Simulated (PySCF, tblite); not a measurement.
# C4H13FN2Si2: geometry, infrared bands and NMR shifts

What infrared bands and NMR shifts should C4H13FN2Si2 (`F[C@@H]1CN([SiH3])C[C@@H]1N[SiH3]`) show?

Computed with tblite 0.8.0 and PySCF 2.14.0, with density-fitted response routines of our own, on a single molecule in the gas phase. Atoms count from 0, in the outputs and in this text.

### Step 1. The molecule as given

22 atoms, charge 0, multiplicity 1; geometry from: force field or distance geometry start.

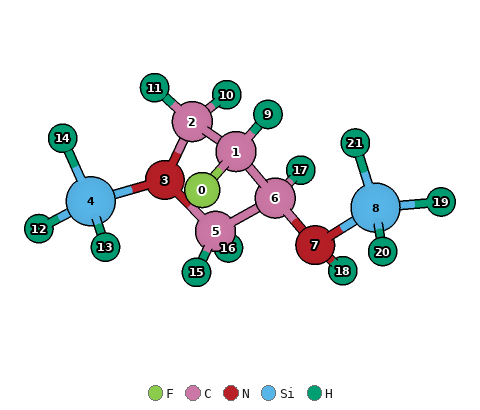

The starting geometry (fluorine green, carbon pink, nitrogen red, silicon blue, hydrogen teal), atoms numbered.

### Step 2. Optimising the geometry with GFN2-xTB

Job settings and geometry (Å):

```
{"job": {"kind": "relax", "xc": "GFN2-xTB", "basis": "xTB"}, "charge": 0, "multiplicity": 1}
F     -0.251400     1.453500     0.384300
C     -0.045900     0.631500    -0.690600
C     -1.298000    -0.047800    -1.173800
N     -1.694200    -0.778500    -0.001800
Si    -2.747900     0.273300     0.979900
C     -0.470600    -1.167300     0.688400
C      0.674600    -0.617000    -0.183600
N      1.851600    -0.319100     0.592800
Si     3.083700     0.590700    -0.305900
H      0.498700     1.105000    -1.509800
H     -0.967700    -0.729800    -2.000000
H     -2.059400     0.673000    -1.530000
H     -3.827700    -0.471700     1.662500
H     -1.950100     1.048800     1.944200
H     -3.438000     1.201000     0.035600
H     -0.451600    -0.649300     1.686500
H     -0.417600    -2.257700     0.765900
H      0.803900    -1.356600    -0.992900
H      2.295100    -1.262600     0.797400
H      4.122100    -0.255600    -0.899100
H      3.753000     1.490600     0.679800
H      2.527000     1.464700    -1.331300
```

Started as:

```console
> OMP_NUM_THREADS=1 python probes_run.py task.json out
```

The driver reads the jobs from task.json and runs them one after another.

Standard output:

```text
step      E/eV     max force
  0    -795.92301    2.472
  1    -796.15899    1.248
  2    -796.29565    0.782
  3    -796.36800    0.567
  4    -796.42514    0.417
  5    -796.46649    0.450
  6    -796.51681    0.466
  7    -796.55559    0.480
  8    -796.58441    0.431
  9    -796.61329    0.361
 10    -796.65265    0.493
 11    -796.70330    0.716
 12    -796.75638    0.543
 13    -796.78988    0.413
 14    -796.80965    0.403
 15    -796.83314    0.409
 16    -796.85847    0.425
 17    -796.88106    0.366
 18    -796.89984    0.289
 19    -796.91536    0.246
 20    -796.92790    0.248
 21    -796.93881    0.318
 22    -796.94873    0.280
 23    -796.95798    0.276
 24    -796.96785    0.238
 25    -796.97338    0.167
 26    -796.97945    0.161
 27    -796.98455    0.192
 28    -796.99083    0.239
 29    -796.99709    0.184
 30    -797.00260    0.153
 31    -797.00676    0.128
 32    -797.01026    0.135
 33    -797.01328    0.114
 34    -797.01552    0.094
 35    -797.01715    0.078
 36    -797.01842    0.086
 37    -797.01958    0.066
 38    -797.02063    0.067
 39    -797.02137    0.049
 40    -797.02193    0.056
 41    -797.02248    0.053
 42    -797.02314    0.054
 43    -797.02394    0.052
 44    -797.02480    0.067
 45    -797.02556    0.052
 46    -797.02615    0.052
 47    -797.02662    0.047
 48    -797.02705    0.051
 49    -797.02746    0.045
 50    -797.02786    0.042
 51    -797.02836    0.057
 52    -797.02909    0.064
 53    -797.03012    0.092
 54    -797.03129    0.094
 55    -797.03232    0.070
 56    -797.03320    0.068
 57    -797.03417    0.074
 58    -797.03538    0.092
 59    -797.03663    0.080
 60    -797.03769    0.081
 61    -797.03861    0.067
 62    -797.03958    0.083
 63    -797.04067    0.082
 64    -797.04176    0.080
 65    -797.04272    0.083
 66    -797.04372    0.063
 67    -797.04483    0.084
 68    -797.04629    0.156
 69    -797.04772    0.097
 70    -797.04963    0.084
 71    -797.05047    0.083
 72    -797.05263    0.118
 73    -797.05429    0.081
 74    -797.05505    0.073
 75    -797.05606    0.069
 76    -797.05672    0.054
 77    -797.05842    0.068
 78    -797.05912    0.064
 79    -797.06024    0.088
 80    -797.06113    0.089
 81    -797.06243    0.143
 82    -797.06435    0.143
 83    -797.06617    0.347
 84    -797.07083    0.236
 85    -797.07812    0.325
 86    -797.08873    0.301
 87    -797.09604    0.402
 88    -797.07452    1.324
 89    -797.09100    1.049
 90    -797.07401    0.906
 91    -797.12393    0.318
 92    -797.13029    0.243
 93    -797.13740    0.617
 94    -797.14532    0.499
 95    -797.16375    0.275
 96    -797.16745    0.187
 97    -797.17097    0.120
 98    -797.17398    0.113
 99    -797.17542    0.145
100    -797.17781    0.141
101    -797.18065    0.114
102    -797.18250    0.100
103    -797.18348    0.085
104    -797.18454    0.077
105    -797.18582    0.066
106    -797.18764    0.089
107    -797.18962    0.093
108    -797.19150    0.090
109    -797.19310    0.087
110    -797.19458    0.128
111    -797.19610    0.109
112    -797.19757    0.117
113    -797.19929    0.096
114    -797.20115    0.117
115    -797.20244    0.137
116    -797.20376    0.136
117    -797.20493    0.115
118    -797.20620    0.102
119    -797.20766    0.099
120    -797.20926    0.098
121    -797.21098    0.090
122    -797.21296    0.138
123    -797.21577    0.152
124    -797.22029    0.138
125    -797.22431    0.107
126    -797.22904    0.132
127    -797.23359    0.139
128    -797.23759    0.120
129    -797.24055    0.095
130    -797.23907    0.267
131    -797.24368    0.122
132    -797.24504    0.165
133    -797.24668    0.092
134    -797.24920    0.108
135    -797.25049    0.104
136    -797.25258    0.125
137    -797.25377    0.075
138    -797.25467    0.061
139    -797.25559    0.056
140    -797.25667    0.060
141    -797.25741    0.083
142    -797.25836    0.059
143    -797.25928    0.049
144    -797.26023    0.072
145    -797.26080    0.073
146    -797.26150    0.071
147    -797.26213    0.053
148    -797.26271    0.050
149    -797.26322    0.049
150    -797.26385    0.060
151    -797.26473    0.070
152    -797.26570    0.057
153    -797.26647    0.052
154    -797.26698    0.043
155    -797.26741    0.046
156    -797.26782    0.049
157    -797.26848    0.049
158    -797.26900    0.037
159    -797.26943    0.040
160    -797.26978    0.033
161    -797.27015    0.042
162    -797.27058    0.044
163    -797.27115    0.042
164    -797.27174    0.050
165    -797.27230    0.060
166    -797.27279    0.055
167    -797.27314    0.039
168    -797.27341    0.034
169    -797.27368    0.047
170    -797.27402    0.056
171    -797.27443    0.042
172    -797.27490    0.030
173    -797.27527    0.038
174    -797.27554    0.032
175    -797.27584    0.038
176    -797.27612    0.037
177    -797.27639    0.034
178    -797.27665    0.038
179    -797.27697    0.034
180    -797.27734    0.039
181    -797.27770    0.054
182    -797.27806    0.055
183    -797.27849    0.056
184    -797.27911    0.055
185    -797.27999    0.067
186    -797.28102    0.082
187    -797.28204    0.083
188    -797.28289    0.074
189    -797.28363    0.076
190    -797.28440    0.073
191    -797.28543    0.081
192    -797.28630    0.076
193    -797.28729    0.057
194    -797.28816    0.057
195    -797.28872    0.046
196    -797.28931    0.062
197    -797.28989    0.077
198    -797.29046    0.074
199    -797.29089    0.059
200    -797.29129    0.049
201    -797.29164    0.039
202    -797.29194    0.035
203    -797.29214    0.034
204    -797.29239    0.039
205    -797.29268    0.036
206    -797.29302    0.035
207    -797.29336    0.034
208    -797.29368    0.028
209    -797.29395    0.031
210    -797.29418    0.036
211    -797.29436    0.036
212    -797.29452    0.035
213    -797.29468    0.024
214    -797.29483    0.023
215    -797.29493    0.017
216    -797.29500    0.016
217    -797.29505    0.012
218    -797.29508    0.010
219    -797.29510    0.008
```

Wall time 2.1 s (1 thread of Arm Neoverse V1, shared host).

Relaxation path: (not every step is listed)

```csv
step,energy from step 0 (eV),largest force (eV/Å)
0,0.0000,2.4717
1,-0.2360,1.2481
2,-0.3726,0.7816
3,-0.4450,0.5670
4,-0.5021,0.4166
5,-0.5435,0.4504
6,-0.5938,0.4655
7,-0.6326,0.4801
8,-0.6614,0.4314
28,-1.0678,0.2394
48,-1.1040,0.0508
68,-1.1233,0.1559
88,-1.1515,1.3244
108,-1.2685,0.0895
128,-1.3146,0.1205
148,-1.3397,0.0503
168,-1.3504,0.0339
188,-1.3599,0.0743
208,-1.3707,0.0281
214,-1.3718,0.0234
215,-1.3719,0.0166
216,-1.3720,0.0156
217,-1.3720,0.0115
218,-1.3721,0.0105
219,-1.3721,0.0078
```

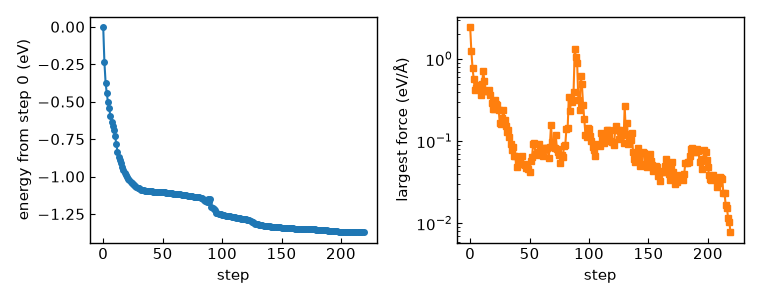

Energy and largest force along the relaxation.

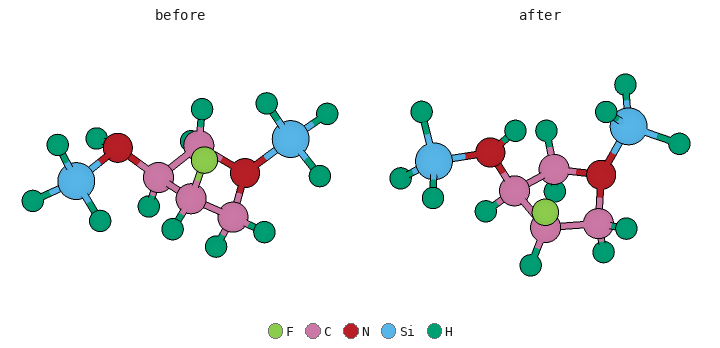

Before and after, at one scale.

Close pairs (by a distance rule), those that changed most:

```csv
bond,before (Å),after (Å),change (Å)
N3–Si4,1.783,1.725,-0.058
N7–Si8,1.776,1.723,-0.053
N7–H18,1.062,1.010,-0.052
C5–H15,1.125,1.087,-0.037
Si8–H20,1.493,1.460,-0.033
Si4–H14,1.493,1.462,-0.031
C1–C6,1.528,1.558,+0.030
C1–C2,1.504,1.532,+0.028
```

The final coordinates are the input of the step that follows.

### Step 3. Harmonic vibrations with GFN2-xTB

Job settings and geometry (Å):

```
{"job": {"kind": "ir", "xc": "GFN2-xTB", "basis": "xTB"}, "charge": 0, "multiplicity": 1}
F      0.146869     1.694603    -0.931923
C     -0.062175     0.406945    -1.380773
C     -1.547270     0.053401    -1.247639
N     -1.669071    -0.570801     0.047600
Si    -2.236460     0.337950     1.399779
C     -0.512048    -1.430252     0.131009
C      0.663716    -0.612025    -0.451949
N      1.445491    -0.004255     0.580183
Si     3.050921     0.562411     0.317118
H      0.303949     0.388052    -2.411126
H     -1.818387    -0.665686    -2.031188
H     -2.179172     0.934902    -1.332443
H     -2.255433    -0.635498     2.488983
H     -1.442218     1.508930     1.805931
H     -3.565077     0.784103     0.983120
H     -0.313967    -1.741511     1.153850
H     -0.683223    -2.320737    -0.487386
H      1.331484    -1.242780    -1.043756
H      0.864107     0.543354     1.198924
H      3.769692    -0.604336    -0.203378
H      3.490531     0.964443     1.649763
H      3.207330     1.668169    -0.636334
```

Standard output:

```text
mode    cm-1     km/mol
  1      41.5      1.15
  2      65.0      0.40
  3      74.8      1.68
  4     121.5      0.62
  5     127.4      0.80
  6     198.5      1.08
  7     270.5      6.18
  8     277.6      1.07
  9     290.7      2.27
 10     358.1      2.89
 11     413.3      3.84
 12     486.7      3.21
 13     545.9     28.32
 14     560.8     29.91
 15     586.2    101.84
 16     609.2     62.04
 17     616.6     93.76
 18     624.2     52.13
 19     738.8     94.81
 20     742.0    189.48
 21     749.9    195.30
 22     779.4      3.42
 23     808.7    281.81
 24     814.0    213.19
 25     821.4    199.75
 26     829.8    222.11
 27     847.2    205.09
 28     862.0     58.63
 29     931.2     17.82
 30     970.4     49.82
 31    1007.4      2.17
 32    1036.5     13.45
 33    1059.5     90.05
 34    1100.8      8.64
 35    1156.1     25.69
 36    1163.2     36.02
 37    1177.0     19.46
 38    1202.0    104.51
 39    1242.6     10.54
 40    1252.5      2.95
 41    1283.5      3.35
 42    1292.9     19.01
 43    1306.3     13.32
 44    1316.8     81.45
 45    1391.0     89.14
 46    1463.6      1.04
 47    1477.9      1.07
 48    2176.2    328.03
 49    2205.5    381.26
 50    2239.6    222.07
 51    2269.0    198.76
 52    2282.4    331.17
 53    2287.9    348.77
 54    2892.1     38.27
 55    2897.3     75.13
 56    2948.1     15.33
 57    2958.8     86.51
 58    3022.1     18.95
 59    3025.6     31.87
 60    3433.3      5.95
```

It took 1.1 s on 1 thread of Arm Neoverse V1, shared host.

Which atoms move in the most intense modes:

```csv
cm⁻¹,km/mol,atoms
809,281.8,"H20 29 %, H21 28 %, H19 13 %"
814,213.2,"H13 49 %, H12 29 %, H14 11 %"
830,222.1,"H14 32 %, H13 30 %, H12 11 %"
2176,328.0,H13 95 %
2206,381.3,"H21 80 %, H19 16 %"
2240,222.1,"H19 81 %, H21 17 %"
2282,331.2,"H12 82 %, H14 13 %"
2288,348.8,H20 95 %
```

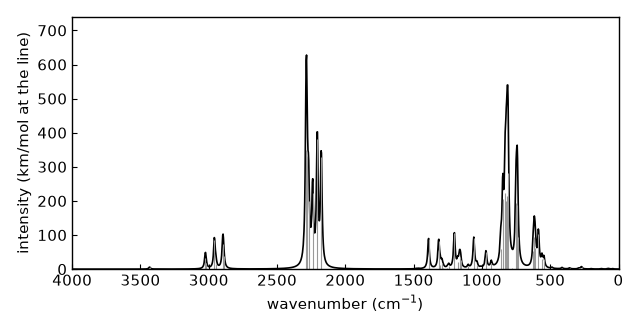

The infrared spectrum from these modes, unscaled. Lines are broadened to a width of 14 cm⁻¹ (Lorentzian).

### Step 4. Shielding tensors: PBE0/pcSseg-1

Same as in step 3 but for these lines:

```diff
@@ -1,2 +1,2 @@
-{"job": {"kind": "ir", "xc": "GFN2-xTB", "basis": "xTB"}, "charge": 0, "multiplicity": 1}
+{"job": {"kind": "nmr", "xc": "PBE0", "basis": "pcSseg-1"}, "charge": 0, "multiplicity": 1}
 F      0.146869     1.694603    -0.931923
```

With the program's defaults for keys left out, this is: GIAO PBE0/pcSseg-1 NMR shielding, non-relativistic, gas phase.

Standard output:

```text
coarse grid: 18864 points
cycle   1  E = -947.7358349083  dE =  1.050e+00  |g| = 5.983e-01  |ddm| = 4.215e+00
cycle   2  E = -947.6788677774  dE =  5.697e-02  |g| = 8.367e-01  |ddm| = 1.210e+00
cycle   3  E = -947.8035421933  dE = -1.247e-01  |g| = 6.598e-02  |ddm| = 7.446e-01
cycle   4  E = -947.8042894250  dE = -7.472e-04  |g| = 2.330e-02  |ddm| = 7.008e-02
cycle   5  E = -947.8043943527  dE = -1.049e-04  |g| = 8.282e-03  |ddm| = 2.691e-02
cycle   6  E = -947.8044071510  dE = -1.280e-05  |g| = 1.914e-03  |ddm| = 7.808e-03
cycle   7  E = -947.8044079104  dE = -7.594e-07  |g| = 5.367e-04  |ddm| = 2.605e-03
final grid: 172112 points
cycle   8  E = -947.8606771607  dE = -4.695e-05  |g| = 9.476e-03  |ddm| = 3.821e-02
cycle   9  E = -947.8606571945  dE =  1.997e-05  |g| = 1.370e-02  |ddm| = 2.198e-02
cycle  10  E = -947.8606978856  dE = -4.069e-05  |g| = 1.032e-03  |ddm| = 1.285e-02
cycle  11  E = -947.8606980612  dE = -1.756e-07  |g| = 3.321e-04  |ddm| = 1.020e-03
cycle  12  E = -947.8606980806  dE = -1.941e-08  |g| = 6.547e-05  |ddm| = 3.008e-04
cycle  13  E = -947.8606980813  dE = -6.855e-10  |g| = 3.291e-05  |ddm| = 9.884e-05
cycle  14  E = -947.8606980815  dE = -2.244e-10  |g| = 5.027e-06  |ddm| = 3.351e-05
converged SCF energy = -947.8606980815

GIAO shielding tensors (ppm)
atom      isotropic    diamagn.    paramagn.     s11        s22        s33       span
  0 F      381.794     476.303     -94.509    342.999    373.690    428.691     85.692
  1 C       89.924     242.990    -153.066     59.780     81.213    128.779     68.999
  2 C      125.073     248.160    -123.087     97.046    129.454    148.720     51.674
  3 N      233.464     328.989     -95.525    180.828    242.830    276.734     95.906
  4 Si     393.860     880.829    -486.969    346.081    358.272    477.225    131.144
  5 C      121.102     245.666    -124.564     88.488    127.939    146.878     58.390
  6 C      124.199     249.079    -124.880     99.444    132.245    140.909     41.466
  7 N      234.432     323.114     -88.681    209.318    233.641    260.338     51.021
  8 Si     401.651     880.346    -478.694    350.731    378.402    475.821    125.090
  9 H       26.870      31.199      -4.328     23.845     25.694     31.072      7.227
 10 H       28.818      29.661      -0.844     23.210     27.138     36.105     12.896
 11 H       28.260      30.558      -2.299     24.141     26.759     33.879      9.738
 12 H       27.006      29.957      -2.951     23.546     24.922     32.550      9.003
 13 H       26.786      30.647      -3.860     22.217     26.354     31.788      9.571
 14 H       26.918      29.461      -2.543     22.904     24.871     32.980     10.076
 15 H       28.726      31.699      -2.973     24.773     27.839     33.565      8.792
 16 H       28.500      30.414      -1.914     22.631     27.676     35.193     12.562
 17 H       28.553      33.649      -5.097     24.673     27.692     33.294      8.621
 18 H       31.451      35.472      -4.021     22.906     31.537     39.911     17.005
 19 H       27.187      29.509      -2.322     23.344     25.738     32.477      9.133
 20 H       27.053      29.015      -1.962     23.297     25.039     32.824      9.527
 21 H       26.990      29.307      -2.318     22.370     25.940     32.660     10.290
```

Run time: 62 s. Hardware: 1 thread of Arm Neoverse V1, shared host; peak memory 1.1 GiB.

The references, computed at this level on geometries of the same kind, shield at (ppm): 1H TMS 31.72, 13C TMS 186.9, 29Si TMS 349.2, 19F CFCl3 170.9, 15N NH3 267.7. Their shielding less the atom's gives the shift. The references are single molecules in the gas phase, so shifts against H2O, NH3, PH3, H3PO4 or CFCl3 are not on the usual liquid scales and can be off by tens of ppm. Atoms listed in one row are averaged.

```csv
atoms,environment,σ (ppm),δ (ppm),δ scaled to CDCl3
C1,sp3 CH bonded to F,89.9,97.0,92.8
C5,sp3 CH2 bonded to N,121.1,65.8,62.3
C6,sp3 CH bonded to N,124.2,62.7,59.3
C2,sp3 CH2 bonded to N,125.1,61.9,58.5
H9,hydrogen on an sp3 CH bonded to F,26.87,4.85,4.67
"H12, H13, H14",hydrogen on a silicon bonded to N,26.90,4.81,–
"H19, H20, H21",hydrogen on a silicon bonded to N,27.08,4.64,–
H11,hydrogen on an sp3 CH2 bonded to N,28.26,3.46,3.36
H16,hydrogen on an sp3 CH2 bonded to N,28.50,3.22,3.14
H17,hydrogen on an sp3 CH bonded to N,28.55,3.16,3.09
H15,hydrogen on an sp3 CH2 bonded to N,28.73,2.99,2.93
H10,hydrogen on an sp3 CH2 bonded to N,28.82,2.90,2.84
H18,"hydrogen on a nitrogen bonded to C, Si",31.45,0.27,–
F0,fluorine on an sp3 carbon,381.8,-210.8,–
N3,"nitrogen bonded to 2 C, Si, in a 5-membered ring",233.5,34.3,–
N7,"nitrogen bonded to C, Si, H",234.4,33.3,–
Si4,"silicon bonded to N, 3 H",393.9,-44.7,–
Si8,"silicon bonded to N, 3 H",401.7,-52.5,–
```

The scaled column applies a straight-line fit of computed shieldings to shifts measured in CDCl3, and one for carbons that bear F (root-mean-square error 0.16 ppm for H, 1.9 ppm for C).

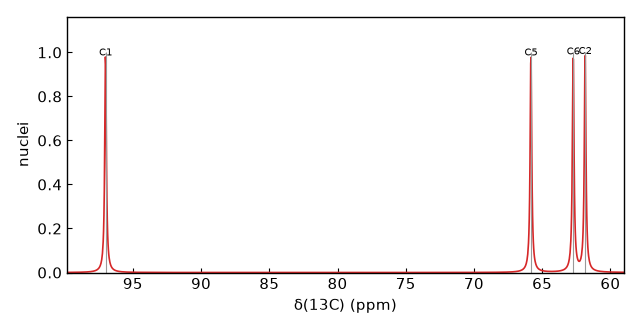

13C lines at the computed shifts, without couplings. Lines are broadened to a width of 0.14 ppm (Lorentzian).

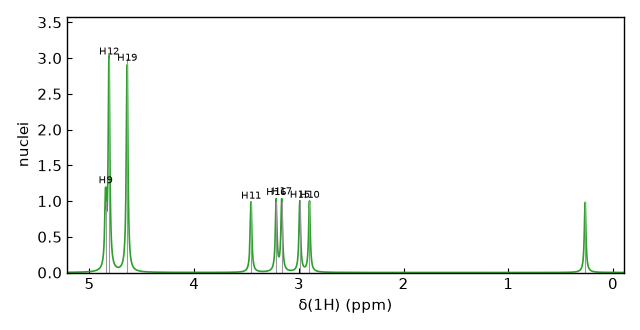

1H lines at the computed shifts, without couplings. Lines are broadened to a width of 0.02 ppm (Lorentzian).

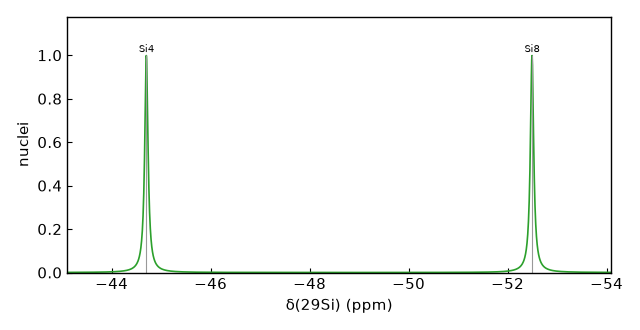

29Si lines at the computed shifts, without couplings. Lines are broadened to a width of 0.08 ppm (Lorentzian).

Charges from the same density, by scheme (e):

```csv
atoms,Mulliken,IAO,Hirshfeld,ESP fit
F0,-0.33,-0.33,-0.10,-0.22
C1,0.23,0.14,0.05,0.17
C2,0.02,-0.17,-0.04,-0.33
N3,-0.74,-0.51,-0.18,-0.29
Si4,0.58,0.73,0.34,0.40
C5,0.09,-0.16,-0.03,-0.28
C6,-0.15,-0.04,0.01,0.32
N7,-0.61,-0.66,-0.24,-0.79
Si8,0.61,0.75,0.34,0.50
```

Mulliken charges:

F0 -0.33; C1 0.23; C2 0.02; N3 -0.74; Si4 0.58; C5 0.09; C6 -0.15; N7 -0.61; Si8 0.61; H9 0.10; H10 0.12; H11 0.14; H12 -0.10; H13 -0.10; H14 -0.10; H15 0.13; H16 0.12; H17 0.12; H18 0.21; H19 -0.12; H20 -0.11; H21 -0.11

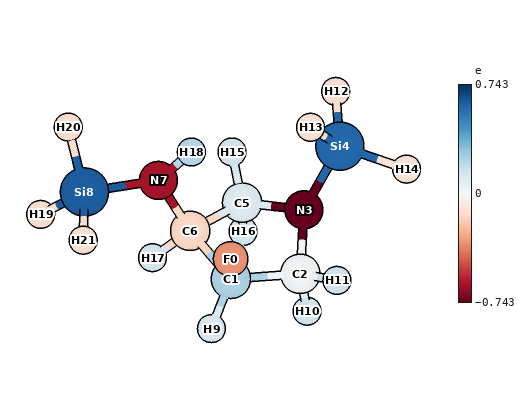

Mulliken charges, as colours on the atoms.

Mayer bond orders: F0–C1 0.87, C1–C2 1.01, C2–N3 0.96, N3–Si4 0.95, N3–C5 0.96, C5–C6 0.99, C6–N7 0.98, N7–Si8 0.99, C6–C1 0.93.

Ring of atoms C1, C2, N3, C5, C6: NICS(0) -5.1, NICS(1) -4.1, NICS(1)zz -4.6 ppm (means of both faces).

The two faces differ (NICS(1)zz -7.3 and -1.9 ppm).

### Step 5. Results

```
                                                              quantity                                                     value
                             strongest single infrared mode (GFN2-xTB)                                     2206 cm⁻¹, 381 km/mol
                                          zero-point energy (GFN2-xTB)                                            102.5 kcal/mol
                                13C shifts against TMS (PBE0/pcSseg-1)                                97.0, 65.8, 62.7, 61.9 ppm
1H shifts against TMS (PBE0/pcSseg-1, means over atoms taken as alike)  4.85, 4.81, 4.64, 3.46, 3.22, 3.16, 2.99, 2.90, 0.27 ppm
                              19F shifts against CFCl3 (PBE0/pcSseg-1)                                                -210.8 ppm
                                15N shifts against NH3 (PBE0/pcSseg-1)                                            34.3, 33.3 ppm
                               29Si shifts against TMS (PBE0/pcSseg-1)                                          -44.7, -52.5 ppm
```

**Reading.** Relaxing lowered the energy by 1.372 eV in 219 steps; the close pair that moved most is N3–Si4, from 1.783 to 1.725 Å. All 60 modes are real, so the xTB geometry is a minimum. The strongest single mode, at 2206 cm⁻¹, moves mainly H21. GFN2-xTB is a fitted tight-binding method: band positions and strengths are rough. Its intensities can rank the bands wrongly. C1 (sp3 CH bonded to F) lies farthest downfield among carbon, at 97.0 ppm; pulled downfield by the heteroatom. The most deshielded hydrogen is H9 (hydrogen on an sp3 CH bonded to F), at 4.85 ppm: its carbon carries F, hence the downfield position.
